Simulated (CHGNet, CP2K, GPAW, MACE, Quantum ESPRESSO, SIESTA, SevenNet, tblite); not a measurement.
## (14,0) carbon nanotube bundle (112 atoms): runs against a plane-wave reference

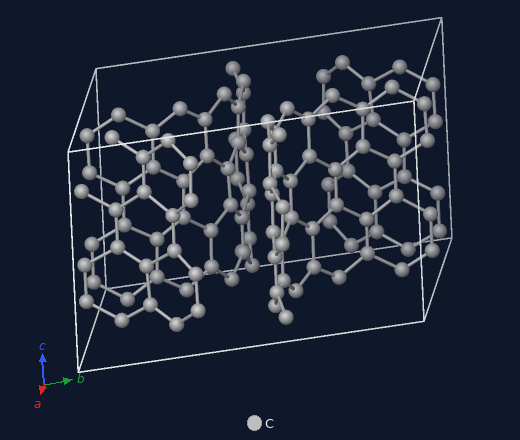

The cell (carbon light grey). Some periodic images of atoms are drawn too.

The cell holds 112 atoms: 112 C. Its edges and angles: a = 14.263 Å, b = 14.263 Å, c = 8.371 Å, α = 90.0°, β = 90.0°, γ = 120.0°. It derives from C (graphene). Graphene sheet (a = 2.46 Å) rolled into a (14,0) tube of diameter 10.96 Å, 2 periods, hexagonal bundle with 3.3 Å between walls; minimised with a classical potential (one cell length free). Then every atom was moved at random, 0.03 Å r.m.s. a Cartesian component.

Geometry: as built.

The reference, a calculation:

```
method                 : Kohn-Sham DFT, PBE, SSSP efficiency 1.3.0 pseudopotentials, plane waves (Quantum ESPRESSO 7.5); sssp-pbe-1.3.0-efficiency, cutoffs 45/360 Ry, Γ point
r.m.s. force component : 2.017 eV/Å
longest force          : 6.94 eV/Å
pressure               : 12.2 GPa
time                   : 3.3 min on 4 MPI ranks of Arm Neoverse V1, shared host
CPU time               : 13 min
```

**Question.** The same geometry is run in other programs. How far does each lie from the reference, and what does it cost?
- tblite GFN1-xTB (tblite 0.8.0; 1 thread)
- GPAW PBE, LCAO sz(dzp), h 0.2 Å (GPAW 26.7.0; 1 thread)
- SevenNet l3i5 potential (SevenNet l3i5; 1 thread)
- GPAW PBE, plane waves 450 eV (GPAW 26.7.0; 2 MPI ranks)
- MACE MP-0b2 small potential (MACE MP-0b2 small; 1 thread)
- SIESTA PBE, DZP, shift 0.01 Ry, mesh 300 Ry (SIESTA 5.4.2; 2 MPI ranks)
- CHGNet r2SCAN potential (CHGNet r2SCAN; 1 thread)
- SIESTA PBE, DZ, shift 0.01 Ry, mesh 300 Ry (SIESTA 5.4.2; 2 MPI ranks)
- CP2K PBE, DZVP-UZH, 450/50 Ry, diagonalisation (CP2K 2026.2; 4 MPI ranks)
- SIESTA PBE, SZP, shift 0.01 Ry, mesh 300 Ry (SIESTA 5.4.2; 2 MPI ranks)

Differences are against the plane-wave reference, forces as r.m.s. over components; share is that over the reference's r.m.s. force, slope the least-squares factor from reference forces to these. Total energies of different programs have different zeros and aren't compared.

```
                                                 run  Δ force, r.m.s. (meV/Å)  share (%)  slope  Δ pressure (GPa)  cores  CPU time  memory (GiB)
                                           reference                        -          -      -                 -      4    13 min           4.1
                                     tblite GFN1-xTB                      139       6.87  0.978             -1.38      1       3 s          0.12
            GPAW PBE, LCAO sz(dzp), h 0.2 Å (coarse)                      689       34.2  1.286                 -      1      41 s          0.68
                             SevenNet l3i5 potential                      302       15.0  0.983            -0.564      1      14 s           2.0
                        GPAW PBE, plane waves 450 eV                     9.07      0.450  1.004             -2.21      2   7.6 min           1.6
                         MACE MP-0b2 small potential                      380       18.8  0.864             -2.12      1     7.7 s          0.69
         SIESTA PBE, DZP, shift 0.01 Ry, mesh 300 Ry                      287       14.2  1.121              6.51      2     5 min           1.4
                             CHGNet r2SCAN potential                      417       20.7  0.855             -2.43      1     5.4 s           2.2
 SIESTA PBE, DZ, shift 0.01 Ry, mesh 300 Ry (coarse)                      358       17.7  1.163              6.91      2   1.9 min          0.92
      CP2K PBE, DZVP-UZH, 450/50 Ry, diagonalisation                     33.5       1.66  1.015             0.439      4    11 min           4.4
SIESTA PBE, SZP, shift 0.01 Ry, mesh 300 Ry (coarse)                      558       27.7  1.222              14.2      2   3.7 min           1.2
```

Rows marked coarse were listed beforehand as settings not expected to be converged; some can still land near the reference.

Times of the machine-learned potentials are mostly Python's start and the loading of weights.

CPU time is summed over cores on a shared host, where runs went side by side, so it is rough. Symmetry, cutoffs, thresholds, outputs and thread counts weren't matched or tuned between programs; memory under MPI is the largest rank's times the ranks.

PBE on plane waves or a grid with other potentials, cutoffs or grids, coarse settings apart, differs from the reference by 0.45 % (GPAW PBE, plane waves 450 eV) of the r.m.s. force; this holds the reference's own error, so differences of a few per cent don't tell which side is nearer the exact PBE result. The PBE runs in local orbitals, coarse settings apart, differ by 1.7 % (CP2K PBE, DZVP-UZH, 450/50 Ry, diagonalisation) to 14 % (SIESTA PBE, DZP, shift 0.01 Ry, mesh 300 Ry); basis, grid and potentials can all enter. Tight binding differs by 6.9 % (tblite GFN1-xTB); it is another model, with fitted parameters of its own, and the xTB methods hold dispersion. Machine-learned potentials differ by 15 % (SevenNet l3i5 potential) to 21 % (CHGNet r2SCAN potential); they were trained on other programs' data, some at another functional. Periodic xTB results under one method name differ between programs and library versions. Machine-learned potentials mimic data converged in k, so the reference's own k-point error enters their differences. The electronic-structure runs sample only Γ, in a cell whose shortest periodic width is 8 Å.

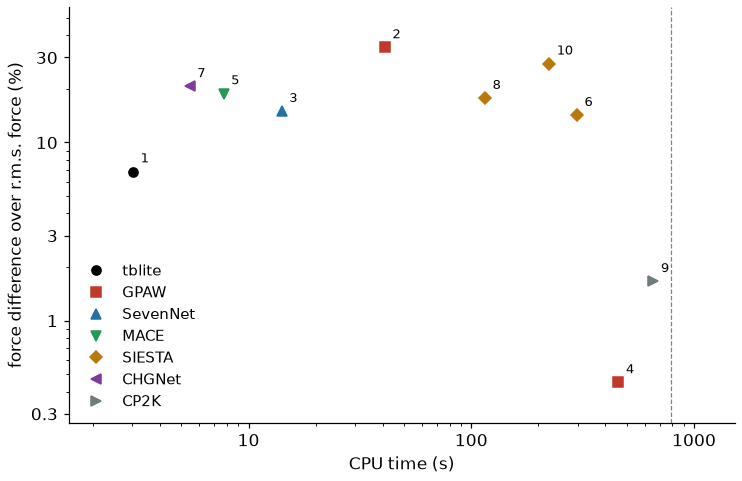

Force difference against CPU time; the dashed line marks the reference's time. Points: 1 tblite GFN1-xTB; 2 GPAW PBE, LCAO sz(dzp), h 0.2 Å; 3 SevenNet l3i5 potential; 4 GPAW PBE, plane waves 450 eV; 5 MACE MP-0b2 small potential; 6 SIESTA PBE, DZP, shift 0.01 Ry, mesh 300 Ry; 7 CHGNet r2SCAN potential; 8 SIESTA PBE, DZ, shift 0.01 Ry, mesh 300 Ry; 9 CP2K PBE, DZVP-UZH, 450/50 Ry, diagonalisation; 10 SIESTA PBE, SZP, shift 0.01 Ry, mesh 300 Ry.

[Logs are printed without paths, hosts, clocks, repeated set-up lines and the standing remarks that a program may print on its own settings, such as how far it seeks lower states.]

[Hosts, paths, dates, database ids (printed as entryN), source tags and the programs' standing remarks are cut or masked in the printed files.]
